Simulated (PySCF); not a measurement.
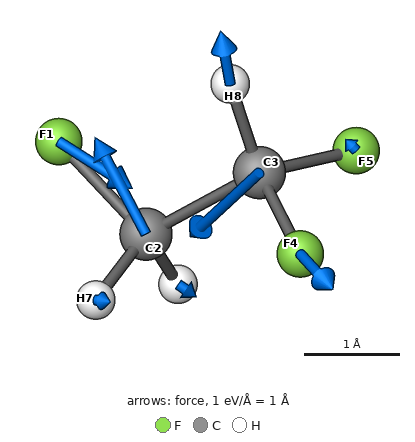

Starting geometry of C2H3F3 with the computed forces as blue arrows. The picture is a ball-and-stick view, seen at a tilt.

The start comes from GFN2-xTB. Its atoms were then displaced at random by about 0.01 Å.

All numbers below come from PBE0-D3(BJ)/def2-SVP geometry optimisation, gas phase (PySCF 2.14.0, density-fitted response routines). 

Is this structure relaxed? If not, where do the atoms go?

It isn't relaxed: the largest force vector, on a C atom, is 1.55 eV/Å. The final displacements have little in common with the starting forces (cosine between the two patterns 0.11). An F atom moves most after the best rigid fit: 0.32 Å. Largest moves by element: F 0.32 Å, H 0.29 Å, C 0.04 Å. Among the contacts that change: C–C 1.544 → 1.510 Å, C–F 1.396 → 1.363 Å, C–F 1.331 → 1.351 Å, C–H 1.086 → 1.105 Å. Bond angles that change, for instance: F–C–H 107.3° → 110.0°, F–C–H 107.7° → 110.2°, C–C–H 110.1° → 112.3°. Groups turn about C–C by about 30°. After 8 geometry steps the energy has fallen by 2.61 kcal/mol.
